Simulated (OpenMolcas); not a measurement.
**triplet AlGeH4Cl: levels of theory compared**

Aim: a comparison of 6 runs (UBHLYP/def2-SVP, UM06-L/def2-SVP, UPBE/def2-SVP, UPBE0/def2-SVP, USVWN5/def2-SVP, ROCCSD(T)/def2-SVP) of triplet AlGeH4Cl. 

The calculation is run with OpenMolcas 26.06.

## (1) Starting point

AlGeH4Cl has 7 atoms, charge 0, and is taken as a triplet. As SMILES of the parent species, `[Cl][AlH][GeH3]`. The coordinates come from a PBE0-D4/def2-TZVP relaxation. That shape belongs to the parent species and isn't relaxed for this state.

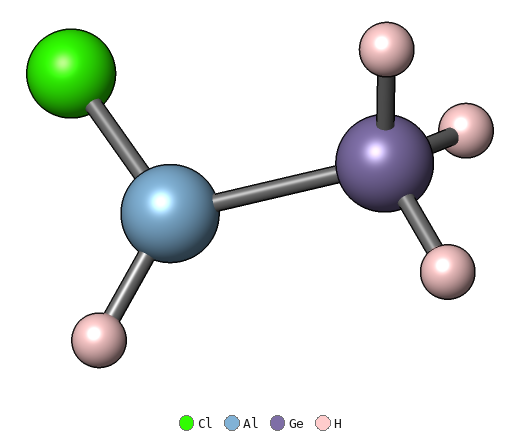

The structure, seen from a chosen angle (chlorine green, aluminium light blue, germanium purple, hydrogen pink).

## (2) The energy at UBHLYP/def2-SVP (run 1)

File coord.xyz:

```xyz
7

Cl    -2.499300    -1.527200    -0.126900
Al    -0.425400    -1.314700     0.144500
Ge     0.501100     0.959800    -0.093300
H      0.379500    -2.632000     0.480000
H      0.225700     1.522500    -1.499900
H     -0.144000     1.926400     0.916800
H      2.023700     0.997300     0.133100
```

File run.input:

```
&GATEWAY
  BasLib = $CurrDir
  Coord = coord.xyz
  Basis = def2-SVP
  Group = NoSym

&SEWARD
  GridInput
  Grid=UltraFine
  End of Grid

&SCF
  UHF
  Spin = 3
  KSDFT = HYB_GGA_XC_BHANDHLYP
  Thresholds = 1e-10 1e-07 1e-07 1e-05
  PrOrbitals = 1 1
```

The basis set def2-SVP is read from a file made from the Basis Set Exchange's data (not shown).

Run with:

```bash
$ export MOLCAS_MEM=1860
$ pymolcas run.input > run.log
```

What it wrote:

```text
--- Start Module: gateway ---
[...]
--- Stop Module: gateway /rc=_RC_ALL_IS_WELL_ ---
--- Start Module: seward ---
[...]
      Basis functions           88
--- Stop Module: seward /rc=_RC_ALL_IS_WELL_ ---
[...]
--- Start Module: scf ---
[...]
       Convergence after  23 Iterations
[...]
::    Total KS-DFT energy                           -2781.4329229151
[...]
      Total spin, S                                     1.0019671884
[...]
      Total electronic charge=   66.000000
      Total            charge=   -0.000000
[...]
      Dipole Moment (debye):
      Origin of the operator (angstrom)=   -0.4241   -0.1151   -0.0529
                   X=  2.2454E+00               Y=  2.4035E+00               Z= -6.5847E-02           Total=  3.2898E+00
      Quadrupole Moment (debye*angstrom):
[...]
--- Stop Module: scf /rc=_RC_ALL_IS_WELL_ ---
[...]
```

It took 44 s on 1 thread of Arm Neoverse V1, shared host; peak memory 0.48 GiB.

## (3) A single-point energy at UM06-L/def2-SVP (run 2)

File geom.xyz:

```xyz
7

Cl    -2.499300    -1.527200    -0.126900
Al    -0.425400    -1.314700     0.144500
Ge     0.501100     0.959800    -0.093300
H      0.379500    -2.632000     0.480000
H      0.225700     1.522500    -1.499900
H     -0.144000     1.926400     0.916800
H      2.023700     0.997300     0.133100
```

File calc.inp:

```
* AlClGeH4 Kohn-Sham DFT

&GATEWAY
  BasLib=$CurrDir
  Coord=geom.xyz
  Basis=def2-SVP
  Group=NoSym

&SEWARD
  GridInput
  Grid=UltraFine
  End of Grid

&SCF
  UHF
  Spin=3
  KSDFT=M06L
  Thresholds=1e-10 1e-07 1e-07 1e-05
  PrOrbitals=1
```

The basis set def2-SVP is read from a file made from the Basis Set Exchange's data (not shown).

Run with:

```bash
$ export MOLCAS_MEM=1860
$ pymolcas calc.inp > calc.log
```

What it wrote:

```text
--- Start Module: gateway ---
[...]
--- Stop Module: gateway /rc=_RC_ALL_IS_WELL_ ---
--- Start Module: seward ---
[...]
      Basis functions           88
--- Stop Module: seward /rc=_RC_ALL_IS_WELL_ ---
[...]
--- Start Module: scf ---
[...]
       Convergence after  24 Iterations
[...]
::    Total KS-DFT energy                           -2781.4075262445
[...]
      Total spin, S                                     1.0015390916
[...]
      Total electronic charge=   66.000000
      Total            charge=   -0.000000
[...]
      Dipole Moment (debye):
      Origin of the operator (angstrom)=   -0.4241   -0.1151   -0.0529
                   X=  1.9335E+00               Y=  2.1081E+00               Z= -6.3068E-02           Total=  2.8612E+00
      Quadrupole Moment (debye*angstrom):
[...]
--- Stop Module: scf /rc=_RC_ALL_IS_WELL_ ---
[...]
```

It took 71 s on 1 thread of Arm Neoverse V1, shared host; peak memory 0.48 GiB.

Runs 3 to 5 aren't shown in full; the table further down has their settings and results.

## (4) The energy at ROCCSD(T)/def2-SVP (run 6)

File mol.xyz:

```xyz
7

Cl    -2.499300    -1.527200    -0.126900
Al    -0.425400    -1.314700     0.144500
Ge     0.501100     0.959800    -0.093300
H      0.379500    -2.632000     0.480000
H      0.225700     1.522500    -1.499900
H     -0.144000     1.926400     0.916800
H      2.023700     0.997300     0.133100
```

File mol.input:

```
&GATEWAY
BasLib = $CurrDir
Coord = mol.xyz
Basis = def2-SVP
Group = NoSym
&SEWARD
&SCF
UHF
Spin = 3
Thresholds = 1e-10 1e-07 1e-07 1e-05
PrOrbitals = 0
&RASSCF
FileOrb = $Project.UnaOrb
Spin = 3
Nactel = 2 0 0
Inactive = 32
Ras2 = 2
OutOrbitals = Canonical
OrbListing = NoCore
&MOTRA
JobIph
Frozen = 19
&CCSDT
CCT
Triples = 3
Iterations = 80
Accuracy = 1e-08
Extrapolation = 5 4
```

The basis set def2-SVP is read from a file made from the Basis Set Exchange's data (not shown).

Run with:

```bash
$ export MOLCAS_MEM=1860
$ pymolcas mol.input > mol.log
```

What it wrote:

```text
--- Start Module: gateway ---
[...]
--- Stop Module: gateway /rc=_RC_ALL_IS_WELL_ ---
[...]
      Basis functions           88
[...]
       Convergence after  24 Iterations
[...]
::    Total SCF energy                              -2778.5418220146
[...]
      Total spin, S                                     1.0023837802
[...]
      Number of active orbitals                  2
[...]
      Spin quantum number                      1.0
[...]
      Active orbitals                            2
[...]
      Number of CSFs                             1
[...]
      Number of root(s) required                 1
[...]
      Convergence after  9 iterations
[...]
      printout of CI-coefficients larger than  0.05 for root  1
      energy=   -2778.539581
      conf/sym  11     Coeff  Weight
             1  uu   1.00000 1.00000
      Natural orbitals and occupation numbers for root  1
      sym 1:   1.000000   1.000000
      ************************************************************************************************************************
      *                                                    Final results                                                     *
[...]
::    RASSCF root number  1 Total energy:  -2778.53958058
[...]
      Total electronic charge=   66.000000
      Total            charge=   -0.000000
[...]
      Dipole Moment (debye):
      Origin of the operator (angstrom)=   -0.4241   -0.1151   -0.0529
                   X=  2.7042E+00               Y=  3.2341E+00               Z= -1.3538E-01           Total=  4.2179E+00
      Quadrupole Moment (debye*angstrom):
[...]
--- Start Module: motra ---
[...]
      *** WARNING: Default frozen orbitals is overwritten by user input.
      *** Default values:  21
[...]
--- Stop Module: motra /rc=_RC_ALL_IS_WELL_ ---
[...]
--- Start Module: ccsdt ---
[...]
      Convergence after                    26  Iterations
      Total energy (diff) :   -2778.99940167      -0.00000000
[...]
 METHOD                       : CCSD+T(CCSD)+<T3(1)WT1>+<T3(1)UT2> = CCSD(T)
[...]
       CCSD     =     -2778.9994016748328
[...]
--- Stop Module: ccsdt /rc=_RC_ALL_IS_WELL_ ---
[...]
```

It took 75 s on 1 thread of Arm Neoverse V1, shared host; peak memory 0.48 GiB.

## (5) The series

```csv
run,level,integration grid,frozen core orbitals,energy (Eh),dipole moment (D),HOMO energy (eV),⟨S²⟩,wall time
1,UBHLYP/def2-SVP,UltraFine,–,-2781.432923,3.29,-4.47,2.006,44 s
2,UM06-L/def2-SVP,UltraFine,–,-2781.407526,2.86,-3.19,2.005,71 s
3,UPBE/def2-SVP,UltraFine,–,-2780.817693,2.22,-3.12,2.002,50 s
4,UPBE0/def2-SVP,UltraFine,–,-2780.933763,2.91,-3.95,2.003,43 s
5,USVWN5/def2-SVP,UltraFine,–,-2775.744608,2.10,-3.07,2.001,29 s
6,ROCCSD(T)/def2-SVP,–,19,-2779.011828,–,–,–,75 s
```

## (6) What came out

```
             quantity           value
  run 6: total energy  -2779.01183 Eh
run 6: (T) correction      -12.43 mEh
```

**Reading.** Over runs 1, 2, 3, 4, 5 the dipole moment (its size) runs from 2.10 D (USVWN5/def2-SVP) to 3.29 D (UBHLYP/def2-SVP). Totals of different functionals can't be ranked against each other. All runs together took 5.2 min, the longest 75 s.
